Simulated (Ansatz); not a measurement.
# BGeH₃O: ionisation energy by level of theory

How much energy removes an electron from BGeH₃O at fixed geometry? The cation is run at each level and the neutral's energy taken from earlier runs.

Computed with Ansatz 0.2.0, Gaussian basis. Level: unrestricted cation, the program's frozen cores in correlated methods.

Levels to be run: UKS PBE-D4/def2-TZVPP; UKS r2SCAN-D4/def2-TZVPP; UKS PBE0-D4/def2-TZVPP; UKS B3LYP-D4/def2-TZVPP; UKS wB97X-V/def2-TZVPP; UKS wB97M-V/def2-TZVPP; UKS B2PLYP/def2-TZVPP; UHF-CCSD(T)/def2-TZVPP; UHF-MP2/def2-QZVPP; extrapolation to the limit; then −ε(HOMO) from the neutral's earlier runs with LDA (SPW92), PBE-D4, revPBE-D4, BLYP-D4, r2SCAN-D4, B97M-V, PBE0-D4, B3LYP-D4, r2SCANh-D4, r2SCAN0-D4, HSE06-D4, BHLYP-D4, CAM-B3LYP-D4, LC-ωPBE, ωB97X-V, ωB97M-V.

### 1 The geometry

The geometry comes from an earlier relaxation with PBE0-D4 in a triple-zeta def2 set; it is a stationary point.

SMILES `[BH]1[O][GeH2]1`, 6 atoms, charge 0, spin multiplicity 1.

Atoms are counted from 1 here; the program's logs count them from 0.

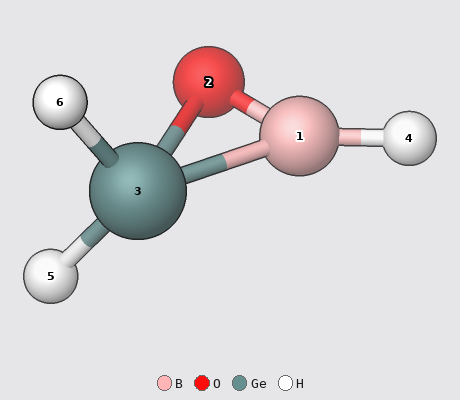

The geometry (boron pink, oxygen red, germanium teal, hydrogen white); atoms are numbered from 1 in the order of the file.

Coordinates:

```mol
BGeH3O
  3D, bonds by distance, orders not assigned

  6  6  0  0  0  0  0  0  0  0999 V2000
   -0.5183   -1.0495   -0.2735 B   0  0
    0.6131   -0.9925    0.3564 O   0  0
    0.0284    0.8702   -0.0190 Ge  0  0
   -1.2754   -1.8753   -0.6742 H   0  0
    1.2067    1.4628   -0.8103 H   0  0
   -0.0124    1.5203    1.3744 H   0  0
  1  2  8  0
  2  3  8  0
  1  4  8  0
  3  5  8  0
  3  6  8  0
  1  3  8  0
M  END
```

### 2 Cation, UKS PBE-D4/def2-TZVPP

in.yaml

```yaml
crystal:
  periodic: [false, false, false]
  atoms:
    - {symbol: B, position_ang: [-0.518277, -1.049475, -0.273493]}
    - {symbol: O, position_ang: [0.613081, -0.992536, 0.356370]}
    - {symbol: Ge, position_ang: [0.028378, 0.870209, -0.018976]}
    - {symbol: H, position_ang: [-1.275373, -1.875261, -0.674207]}
    - {symbol: H, position_ang: [1.206653, 1.462780, -0.810278]}
    - {symbol: H, position_ang: [-0.012362, 1.520284, 1.374386]}
basis:
  gaussian: {orbitals: def2-TZVPP}
total_charge: 1
magnetization: {spin_polarized: true, initial_magnetization: 1}
hamiltonian: {xc: pbe, dispersion: d4}
```

Launch:

```console
ansatz run in.yaml --threads 2 --pin off --events-out ev --progress --plain --max-ram 4352MiB
```

What it wrote:

```text
Functional definition: PBE
  name "PBE"
  cite "Perdew, Burke & Ernzerhof, Phys. Rev. Lett. 77, 3865 (1996) doi:10.1103/PhysRevLett.77.3865"
  parent pbe
  parameter kappa = 0.804
  parameter beta = 0.06672455060314922
  exchange = pbe_x(kappa = kappa, mu = beta*pi^2/3)
  correlation = pbe_c(beta = beta)
855 factors; their error is unknown
mean field evaluation 1: about -59241.0232 eV, gradient 8.2e1 eV
mean field evaluation 2: about -58948.9323 eV, gradient 1.7e2 eV
mean field evaluation 4: about -59266.7093 eV, gradient 3.0e1 eV
mean field evaluation 8: about -59270.4483 eV, gradient 4.2e-1 eV
mean field evaluation 16: about -59270.4323 eV, gradient 2.8e-3 eV
mean field -59270.43234350 eV, -2178.1482136816 hartree, gradient 3.0e-5 eV, S^2 0.751972; 1 other end points of the search recorded, 0 dependent functions left out
reference -59270.43237906 eV, -2178.1482149884 hartree; 24, 23 occupied and 128, 129 virtual orbitals, 855 factors
Total energy: -59270.50428137 eV, -2178.1508573497 hartree
```

Run time: 2.9 s. Hardware: 2 threads of AMD EPYC 7B13, shared host.

Less the neutral's -59279.7530 eV (earlier run), this gives 9.249 eV. ⟨S²⟩ = 0.752.

### 3 Cation, UKS r2SCAN-D4/def2-TZVPP

in.yaml: that of step 2 with these lines changed.

```diff
@@ -13,2 +13,2 @@
 magnetization: {spin_polarized: true, initial_magnetization: 1}
-hamiltonian: {xc: pbe, dispersion: d4}
+hamiltonian: {xc: r2scan, dispersion: d4}
```

Same command.

What it wrote:

```text
Functional definition: r2SCAN
  name "r2SCAN"
  cite "Furness, Kaplan, Ning, Perdew & Sun, J. Phys. Chem. Lett. 11, 8208 (2020) doi:10.1021/acs.jpclett.0c02405"
  cite "Furness, Kaplan, Ning, Perdew & Sun, J. Phys. Chem. Lett. 11, 9248 (2020) doi:10.1021/acs.jpclett.0c03077"
  parent r2scan
  parameter k0 = 0.174
  parameter k1 = 0.065
  parameter a1 = 4.9479
  exchange = r2scan_x(k0 = k0, k1 = k1, a1 = a1)
  correlation = r2scan_c
855 factors; their error is unknown
mean field evaluation 1: about -59262.9783 eV, gradient 7.0e1 eV
mean field evaluation 2: about -59079.9795 eV, gradient 1.5e2 eV
mean field evaluation 4: about -59279.9557 eV, gradient 1.2e1 eV
mean field evaluation 8: about -59280.5977 eV, gradient 2.5e-1 eV
mean field evaluation 16: about -59280.5858 eV, gradient 1.1e-3 eV
mean field -59280.58577331 eV, -2178.5213453450 hartree, gradient 5.2e-5 eV, S^2 0.755511; 0 other end points of the search recorded, 0 dependent functions left out
reference -59280.58578540 eV, -2178.5213457893 hartree; 24, 23 occupied and 128, 129 virtual orbitals, 855 factors
Total energy: -59280.60129121 eV, -2178.5219156170 hartree
```

Wall time 4.1 s (2 threads of AMD EPYC 7B13, shared host).

The neutral molecule at this level: -59289.8651 eV. Difference: 9.264 eV. ⟨S²⟩ = 0.756.

### 4 Cation, UKS PBE0-D4/def2-TZVPP

in.yaml: that of step 3 with these lines changed.

```diff
@@ -13,2 +13,2 @@
 magnetization: {spin_polarized: true, initial_magnetization: 1}
-hamiltonian: {xc: r2scan, dispersion: d4}
+hamiltonian: {xc: pbe0, dispersion: d4}
```

Same command.

What it wrote:

```text
Functional definition: PBE0
  name "PBE0"
  cite "Adamo & Barone, J. Chem. Phys. 110, 6158 (1999) doi:10.1063/1.478522"
  cite "Perdew, Burke & Ernzerhof, Phys. Rev. Lett. 77, 3865 (1996) doi:10.1103/PhysRevLett.77.3865"
  parent pbe
  parameter a = 0.25
  parameter kappa = 0.804
  parameter beta = 0.06672455060314922
  exchange = (1 - a)*pbe_x(kappa = kappa, mu = beta*pi^2/3) + a*exact_x
  correlation = pbe_c(beta = beta)
898 factors; their error is unknown
mean field evaluation 1: about -59255.8580 eV, gradient 6.6e1 eV
mean field evaluation 2: about -59120.0277 eV, gradient 1.5e2 eV
mean field evaluation 4: about -59271.3415 eV, gradient 7.2e0 eV
mean field evaluation 8: about -59271.6052 eV, gradient 1.1e-1 eV
mean field evaluation 16: about -59271.8787 eV, gradient 2.4e-3 eV
mean field -59271.87869144 eV, -2178.2013659879 hartree, gradient 2.8e-5 eV, S^2 0.755592; 0 other end points of the search recorded, 0 dependent functions left out
reference -59271.87871771 eV, -2178.2013669533 hartree; 24, 23 occupied and 128, 129 virtual orbitals, 898 factors
Total energy: -59271.93846906 eV, -2178.2035627750 hartree
```

Run time: 2.9 s. Hardware: 2 threads of AMD EPYC 7B13, shared host; peak memory 0.39 GiB.

The neutral molecule at this level: -59281.2163 eV. Difference: 9.278 eV. ⟨S²⟩ = 0.756.

### 5 Cation, UKS B3LYP-D4/def2-TZVPP

in.yaml: that of step 4 with these lines changed.

```diff
@@ -13,2 +13,2 @@
 magnetization: {spin_polarized: true, initial_magnetization: 1}
-hamiltonian: {xc: pbe0, dispersion: d4}
+hamiltonian: {xc: {name: B3LYP}, dispersion: d4}
```

Launched as before.

What it wrote, cut to the lines that bear on the results:

```text
Functional definition: B3LYP
  name "B3LYP"
  cite "Stephens, Devlin, Chabalowski & Frisch, J. Phys. Chem. 98, 11623 (1994) doi:10.1021/j100096a001"
  cite "Becke, Phys. Rev. A 38, 3098 (1988) doi:10.1103/PhysRevA.38.3098"
  cite "Lee, Yang & Parr, Phys. Rev. B 37, 785 (1988) doi:10.1103/PhysRevB.37.785"
  cite "Vosko, Wilk & Nusair, Can. J. Phys. 58, 1200 (1980) doi:10.1139/p80-159"
[...]
886 factors; their error is unknown
[...]
mean field -59283.68076353 eV, -2178.6350841376 hartree, gradient 4.4e-5 eV, S^2 0.754412; 0 other end points of the search recorded, 0 dependent functions left out
reference -59283.68098389 eV, -2178.6350922357 hartree; 24, 23 occupied and 128, 129 virtual orbitals, 886 factors
Total energy: -59283.79921949 eV, -2178.6394373139 hartree
```

Run time: 3.1 s. Hardware: 2 threads of AMD EPYC 7B13, shared host; peak memory 0.39 GiB.

Less the neutral's -59293.1738 eV (earlier run), this gives 9.375 eV. ⟨S²⟩ = 0.754.

### 6 Cation, UKS wB97X-V/def2-TZVPP

in.yaml: that of step 5 with these lines changed.

```diff
@@ -13,2 +13,2 @@
 magnetization: {spin_polarized: true, initial_magnetization: 1}
-hamiltonian: {xc: {name: B3LYP}, dispersion: d4}
+hamiltonian: {xc: {name: wB97X-V}}
```

Launched as before.

What it wrote, cut to the lines that bear on the results:

```text
Functional definition: wB97X-V
  name "wB97X-V"
  cite "Mardirossian & Head-Gordon, Phys. Chem. Chem. Phys. 16, 9904 (2014) doi:10.1039/C3CP54374A"
  cite "Becke, J. Chem. Phys. 107, 8554 (1997) doi:10.1063/1.475007"
  cite "Vydrov & Van Voorhis, J. Chem. Phys. 133, 244103 (2010) doi:10.1063/1.3521275"
[...]
      + integral(e_c_pw_opposite_spin*poly(b97_u_opposite, cos0, cos1)) + vv10(b, c)
886 factors; their error is unknown
197 factors; integrals over basis functions are off by at most 1.0e-5 eV
[...]
mean field -59276.11006509 eV, -2178.3568661015 hartree, gradient 2.8e-5 eV, S^2 0.756953; 0 other end points of the search recorded, 0 dependent functions left out
reference -59276.11006357 eV, -2178.3568660459 hartree; 24, 23 occupied and 128, 129 virtual orbitals, 886 factors
Total energy: -59276.11006357 eV, -2178.3568660459 hartree
```

Run time: 8 s. Hardware: 2 threads of AMD EPYC 7B13, shared host; peak memory 0.52 GiB.

Less the neutral's -59285.3965 eV (earlier run), this gives 9.286 eV. ⟨S²⟩ = 0.757.

### 7 Cation, UKS wB97M-V/def2-TZVPP

in.yaml: that of step 6 with these lines changed.

```diff
@@ -13,2 +13,2 @@
 magnetization: {spin_polarized: true, initial_magnetization: 1}
-hamiltonian: {xc: {name: wB97X-V}}
+hamiltonian: {xc: {name: wB97M-V}}
```

Same command.

What it wrote, cut to the lines that bear on the results:

```text
Functional definition: wB97M-V
  name "wB97M-V"
  cite "Mardirossian & Head-Gordon, J. Chem. Phys. 144, 214110 (2016) doi:10.1063/1.4952647"
  cite "Becke, J. Chem. Phys. 107, 8554 (1997) doi:10.1063/1.475007"
  cite "Vydrov & Van Voorhis, J. Chem. Phys. 133, 244103 (2010) doi:10.1063/1.3521275"
  # Of w^i u^j: cxij and so on, Table III.
[...]
  gx(w, u) = 1 - cx + cx01*u + cx10*w
  gss(w, u) = css00 + css04*u^4 + css10*w + css20*w^2 + css43*w^4*u^3
  gos(w, u) = cos00 + cos10*w + (cos20 + cos21*u)*w^2 + (cos60 + cos61*u)*w^6
[...]
      + integral(e_c_pw_mod_opposite_spin*gos(b97_w_opposite, b97_u_opposite)) + vv10(b, c)
883 factors; their error is unknown
197 factors; integrals over basis functions are off by at most 1.0e-5 eV
[...]
mean field -59278.01421211 eV, -2178.4268422138 hartree, gradient 7.3e-5 eV, S^2 0.755670; 0 other end points of the search recorded, 0 dependent functions left out
reference -59278.01425456 eV, -2178.4268437737 hartree; 24, 23 occupied and 128, 129 virtual orbitals, 883 factors
Total energy: -59278.01425456 eV, -2178.4268437737 hartree
```

Run time: 9.5 s. Hardware: 2 threads of AMD EPYC 7B13, shared host; peak memory 0.55 GiB.

The neutral molecule at this level: -59287.2991 eV. Difference: 9.285 eV. ⟨S²⟩ = 0.756.

### 8 Cation, UKS B2PLYP (frozen core)/def2-TZVPP

in.yaml: that of step 7 with these lines changed.

```diff
@@ -13,2 +13,2 @@
 magnetization: {spin_polarized: true, initial_magnetization: 1}
-hamiltonian: {xc: {name: wB97M-V}}
+hamiltonian: {xc: {name: B2PLYP}}
```

Same command.

What it wrote, cut to the lines that bear on the results:

```text
Functional definition: B2PLYP
  name "B2PLYP"
  cite "Grimme, J. Chem. Phys. 124, 034108 (2006) doi:10.1063/1.2148954"
  cite "Becke, Phys. Rev. A 38, 3098 (1988) doi:10.1103/PhysRevA.38.3098"
  cite "Lee, Yang & Parr, Phys. Rev. B 37, 785 (1988) doi:10.1103/PhysRevB.37.785"
[...]
942 factors; integrals over basis functions are off by at most 8.4e-4 eV
[...]
mean field -59265.17656740 eV, -2177.9550674725 hartree, gradient 9.8e-6 eV, S^2 0.764439; 0 other end points of the search recorded, 0 dependent functions left out
11 core orbitals not correlated: weight in the atoms' cores, before any rotation towards them, 1.000 or more for the frozen orbitals, at most 0.000 for the correlated occupied ones
reference -59265.17670632 eV, -2177.9550725776 hartree; 13, 12 occupied and 128, 129 virtual orbitals, 942 factors
second order -18.60738640 eV of doubles, -0.00000000 eV of singles
Total energy: -59270.20070065 eV, -2178.1397009638 hartree
```

Run time: 6.5 s. Hardware: 2 threads of AMD EPYC 7B13, shared host; peak memory 0.5 GiB.

The neutral molecule at this level: -59279.5025 eV. Difference: 9.302 eV. ⟨S²⟩ = 0.764.

### 9 Cation, UHF-CCSD(T)/def2-TZVPP

in.yaml: that of step 8 with these lines changed.

```diff
@@ -13,2 +13,3 @@
 magnetization: {spin_polarized: true, initial_magnetization: 1}
-hamiltonian: {xc: {name: B2PLYP}}
+correlation: {method: ccsd_t}
+scf: {omitted_lower_state_checks: [cluster_reference]}
```

Same command.

What it wrote, cut to the lines that bear on the results:

```text
Functional definition: HF
  name "HF"
  cite "Fock, Z. Phys. 61, 126 (1930) doi:10.1007/BF01340294"
  parent pbe
[...]
942 factors; integrals over basis functions are off by at most 8.4e-4 eV
[...]
mean field -59222.63017716 eV, -2176.3915164700 hartree, gradient 2.1e-6 eV, S^2 0.793417; 0 other end points of the search recorded, 0 dependent functions left out
11 core orbitals not correlated: weight in the atoms' cores, before any rotation towards them, 1.000 or more for the frozen orbitals, at most 0.000 for the correlated occupied ones
reference -59222.63017716 eV, -2176.3915164700 hartree; 13, 12 occupied and 128, 129 virtual orbitals, 942 factors
second order -14.89468510 eV of doubles, -0.00000000 eV of singles
cycle   1  -14.76333263 eV  change    1.3e-1 eV  update   1.2e-1
[...]
cycle  12  -15.48617152 eV  change    1.7e-5 eV  update   2.9e-5
perturbative correction -0.63564834 eV, -0.0233596458 hartree
Total energy: -59238.75199702 eV, -2176.9839824223 hartree
Checks for a lower state left out: cluster_reference
```

It took 78 s on 2 threads of AMD EPYC 7B13, shared host; peak memory 2.5 GiB.

Less the neutral's -59248.0926 eV (earlier run), this gives 9.341 eV. ⟨S²⟩ = 0.793. T1 = 0.024 (report).

### 10 Cation, UHF-MP2/def2-QZVPP

in.yaml: that of step 9 with these lines changed.

```diff
@@ -10,6 +10,6 @@
 basis:
-  gaussian: {orbitals: def2-TZVPP}
+  gaussian: {orbitals: "def2-QZVPP.json"}
 total_charge: 1
 magnetization: {spin_polarized: true, initial_magnetization: 1}
-correlation: {method: ccsd_t}
+correlation: {method: mp2}
 scf: {omitted_lower_state_checks: [cluster_reference]}
```

The command is unchanged.

What it wrote, cut to the lines that bear on the results:

```text
Functional definition: HF
  name "HF"
  cite "Fock, Z. Phys. 61, 126 (1930) doi:10.1007/BF01340294"
  parent pbe
[...]
1835 factors; integrals over basis functions are off by at most 8.2e-4 eV
[...]
mean field -59223.91781653 eV, -2176.4388363441 hartree, gradient 1.5e-6 eV, S^2 0.793742; 0 other end points of the search recorded, 0 dependent functions left out
11 core orbitals not correlated: weight in the atoms' cores, before any rotation towards them, 1.000 or more for the frozen orbitals, at most 0.000 for the correlated occupied ones
reference -59223.91781653 eV, -2176.4388363441 hartree; 13, 12 occupied and 269, 270 virtual orbitals, 1835 factors
second order -22.65834613 eV of doubles, -0.00000000 eV of singles
Total energy: -59246.57616265 eV, -2177.2715152059 hartree
Checks for a lower state left out: cluster_reference
```

It took 20 s on 2 threads of AMD EPYC 7B13, shared host; peak memory 1.1 GiB.

Less the neutral's -59256.1772 eV (earlier run), this gives 9.601 eV. ⟨S²⟩ = 0.794.

### 11 The basis-set limit

No new run: Hartree-Fock is extrapolated as exp(−7.88√X) and correlation as X^−2.97, with X = 3 and 4; only MP2 was run in the larger set, so CCSD(T) minus MP2 is added from the smaller one.

```
  level  energy at the limit (eV)
     HF               -59224.0952
    MP2               -59252.5044
   CCSD               -59253.0959
CCSD(T)               -59253.7315
```

This is no true limit for total energies: MP2 correlation changes by a factor of 1.52 from triple to quadruple zeta (about 1.07 in light molecules), because outer-core shells are correlated in sets not made for them. Much of that cancels between molecule and atoms or ions.

The neutral's limit, from its own earlier runs, is -59263.2385 eV in the additive form (MP2 limit plus CCSD(T) minus MP2 in triple zeta), in which the cation has -59253.7315 eV.

### 12 Ionisation energies side by side

Differences are taken before rounding.

```csv
method,ionisation energy (eV),from CCSD(T)/CBS (eV),time
PBE-D4,9.25,-0.26,4.4 s
r2SCAN-D4,9.26,-0.24,6.8 s
PBE0-D4,9.28,-0.23,4.6 s
B3LYP-D4,9.37,-0.13,5.2 s
ωB97X-V,9.29,-0.22,12 s
ωB97M-V,9.28,-0.22,16 s
B2PLYP,9.30,-0.21,9.6 s
HF/def2-TZVPP,8.28,-1.23,
MP2/def2-TZVPP,9.51,0.00,
CCSD/def2-TZVPP,9.26,-0.24,
CCSD(T)/def2-TZVPP,9.34,-0.17,98 s
CCSD(T)/CBS,9.51,0,2.1 min
```

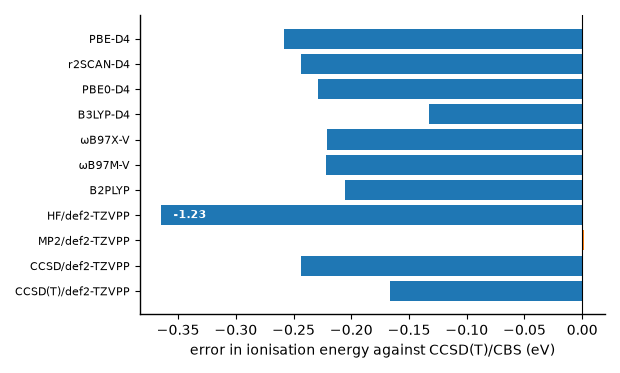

How far each level lands from CCSD(T)/CBS. Bars with a number in them are cut short.

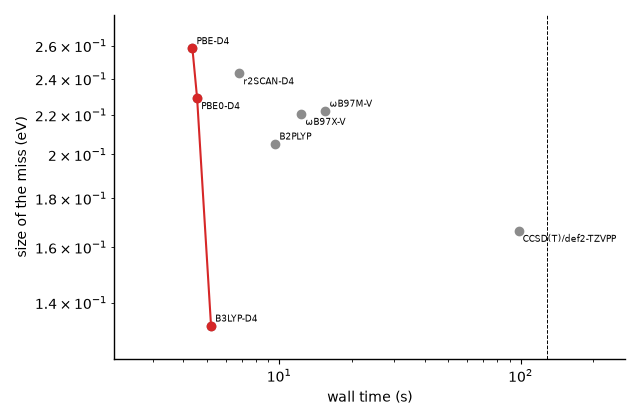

Accuracy for the time spent; red marks the levels that beat every quicker one drawn (of those quicker than the yardstick), and the dashed line is the time of CCSD(T)/CBS. Times are from a shared host.

Times add the cation's run and the neutral's; HF, MP2 and CCSD come out of the CCSD(T) runs.

Orbital estimates, from the neutral's runs:

| functional | −ε(HOMO) (eV) | by energy difference (eV) |
| --- | --- | --- |
| LDA (SPW92) | 6.13 |  |
| PBE-D4 | 5.98 | 9.25 |
| revPBE-D4 | 5.92 |  |
| BLYP-D4 | 5.86 |  |
| r2SCAN-D4 | 6.20 | 9.26 |
| B97M-V | 6.21 |  |
| PBE0-D4 | 7.03 | 9.28 |
| B3LYP-D4 | 6.86 | 9.37 |
| r2SCANh-D4 | 6.59 |  |
| r2SCAN0-D4 | 7.18 |  |
| HSE06-D4 | 6.63 |  |
| BHLYP-D4 | 7.99 |  |
| CAM-B3LYP-D4 | 8.30 |  |
| LC-ωPBE | 9.53 |  |
| ωB97X-V | 9.22 | 9.29 |
| ωB97M-V | 9.10 | 9.28 |

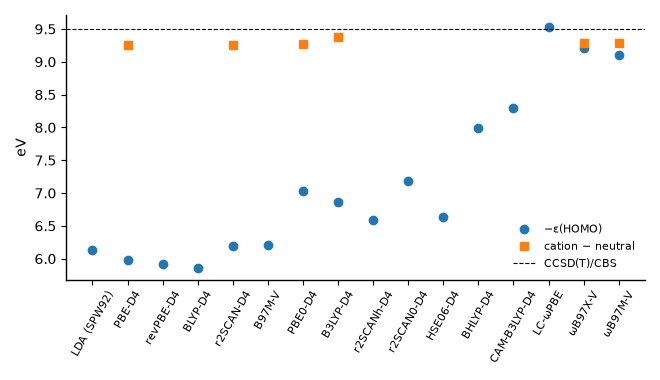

Orbital estimates and energy differences by functional.

### 13 Summary of results

```
                        quantity                value
  ionisation energy, CCSD(T)/CBS              9.51 eV
nearest functional by difference  B3LYP-D4 (-0.13 eV)
                nearest −ε(HOMO)   LC-ωPBE (+0.02 eV)
                 −ε(HOMO) of PBE              5.98 eV
                T1 of the cation                0.024
```

**Reading.** Energy differences with functionals land within 0.26 eV of the reference. The PBE orbital energy is 3.5 eV too small: a semilocal HOMO is no ionisation energy. Among orbital estimates LC-ωPBE comes nearest. Hartree-Fock falls 1.23 eV short, as the neutral has more correlation energy than the cation. Correlated methods include outer-core shells of Ge, which these sets cover unevenly. With outer-core shells in play the reference is unsure by up to some tenths of an eV, so close misses can't be ranked.

B3LYP-D4 reaches 0.13 eV from the reference in 5.2 s, where CCSD(T)/CBS took 2.1 min; the quickest level in the cost chart, PBE-D4, takes 4.4 s and misses by 0.26 eV.
